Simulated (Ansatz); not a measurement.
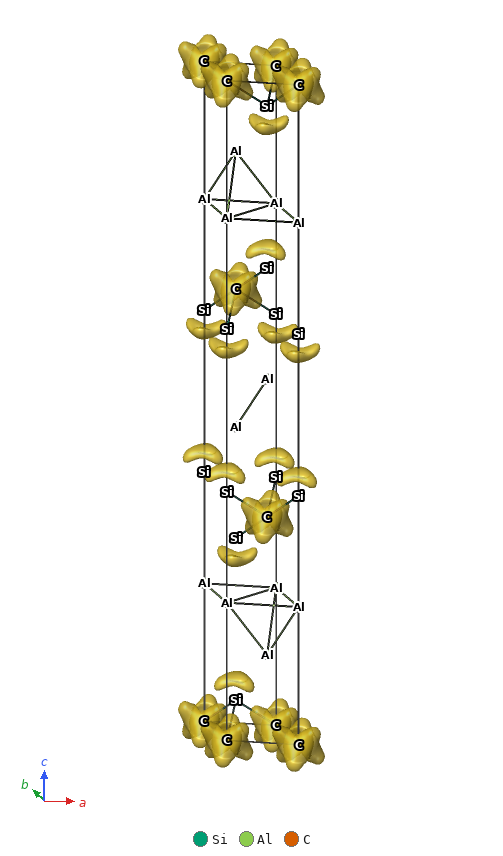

Figure. Al2Si2C. Isosurface of the electron localisation function at 0.75 (yellow), seen at an oblique angle. Core shells and regions of very low density are left out. Sticks mark near contacts.

Space group R-3m; built by placing these elements on a known structure type.

Theory: Ansatz 0.2.0, DFT, PAW plane waves, r2SCAN.

Core electrons are frozen (PAW), and the valence fields are smoothed inside the atomic spheres.

Q: What do the ELF domains correspond to?

A: At this value the surface marks out three regions on C in which the atom's valence shell and bonds are merged and six regions wrapped around Si (the valence shell of each), counted in one cell of 15 atoms. Regions shared between cells count once.

Values along the shortest contacts:
Si–C (2.03 Å): the ELF peaks at about 0.85 between the atoms. Al–Al (2.80 Å): the ELF peaks at about 0.60 between the atoms.
